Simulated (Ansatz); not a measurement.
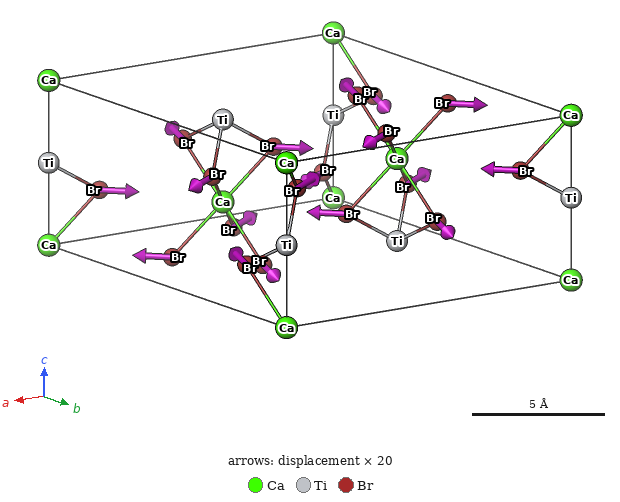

A relaxation of solid CaTiBr6 (built on the KCrF6-148 type type). The starting structure is drawn; purple arrows show the displacements (the part carried along by the change of the cell is left out), magnified 20 times.

A ball-and-stick model of the conventional cell (3 times the calculation's cell), seen from a free direction. Lengths and directions refer to the drawn axes.

Method: DFT, r2SCAN+rVV10, plane waves, PAW in Ansatz 0.2.0.

The input:
```yaml
crystal:
  lattice:
    - [5.815451412, 3.3575524382, 2.3191956243]
    - [-5.815451412, 3.3575524382, 2.3191956243]
    - [0.0, -6.7151048764, 2.3191956243]
  atoms:
    - { symbol: Ca, position: [0.0, 0.0, 0.0] }
    - { symbol: Ti, position: [0.5, 0.5, 0.5] }
    - { symbol: Br, position: [0.4701101162, 0.2818242217, 0.1198083225] }
    - { symbol: Br, position: [0.2818242217, 0.1198083225, 0.4701101162] }
    - { symbol: Br, position: [0.8801916775, 0.5298898838, 0.7181757783] }
    - { symbol: Br, position: [0.7181757783, 0.8801916775, 0.5298898838] }
    - { symbol: Br, position: [0.5298898838, 0.7181757783, 0.8801916775] }
    - { symbol: Br, position: [0.1198083225, 0.4701101162, 0.2818242217] }
kpoints:
  mp_grid: { grid: [4, 4, 4] }
hamiltonian:
  xc: r2scan
  dispersion: rvv10
scf:
  occupations: { method: fermi_dirac, width: 0.03 }
relax:
  f_tol: 0.01
  cell: {}
  max_steps: 120
```

Launched with:
```bash
ansatz run input.yaml --threads 4 --pin off --max-ram 4608MiB --backend cpu --events-out ev --progress --plain --runs-dir out
```

### Describe the change and its energy.

The largest moves relative to the cell, 0.078 Å, are those of Br3, Br4, Br5, Br6, Br7 and Br8. Br7 goes along [−2 −1 0]. Ti and Ca stay in place. The drawn cell changes as follows: a = b 11.631 → 11.274 Å (−3.1 %), c 6.958 → 7.020 Å (+0.9 %); the volume changes by −5.2 %. Near-neighbour distances that change, for instance: Ca1–Br3 2.871 → 2.890 Å, Ti2–Br3 2.506 → 2.520 Å. The space group stays R-3 (No. 148). The energy falls by 41.1 meV per cell of the calculation in 4 accepted moves (5 points after the start). Largest force component: 0.2 eV/Å at the start, 0.0091 eV/Å at the end. The pressure goes from 0.34 to −0.03 GPa. The SCF was repeated once at an unchanged geometry on a basis and grid sized afresh for the cell, which shifted the energy by 1.9 meV per cell of the calculation at most. Cost: 87 s on 4 threads of Intel(R) Xeon(R) Platinum 8375C CPU @ 2.90GHz (Ice Lake) (shared host), peak memory 1.7 GiB.
